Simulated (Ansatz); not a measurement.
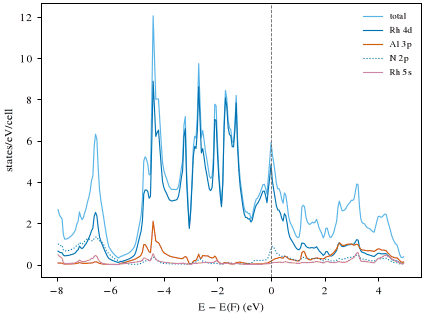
Total and projected density of states of AlRh3N (anti-perovskite, Pm-3m), DFT-PBE in the program Ansatz with PAW potentials

### Question
Which orbitals carry the states next to the Fermi level?

### Answer
Within 0.5 eV of the Fermi level: Rh 4d 81 %, N 2p 11 %. Projections are on Löwdin-orthogonalised atomic valence shells; empty p or d shells of many metals are not among them.

### Question
Where is the tallest occupied peak in this window, and what makes it?

### Answer
Near -4.4 eV, about 12 states/eV per cell; the largest projected share is Rh 4d.

The start of the workflow was typed in or built on a structure type; neither database checked (COD, Materials Project) lists it. Its standing as an ambient phase is unchecked. Symmetry was held in the PBE relaxation; its stability against distortions is not shown here. The workflow began spin-polarised and lost its moments. The volume moved by 20 % from the start of the relaxation. Scalar-relativistic: spin–orbit coupling is off unless named, which matters more the heavier the elements.

Potentials: the later of the program's two PAW sets.
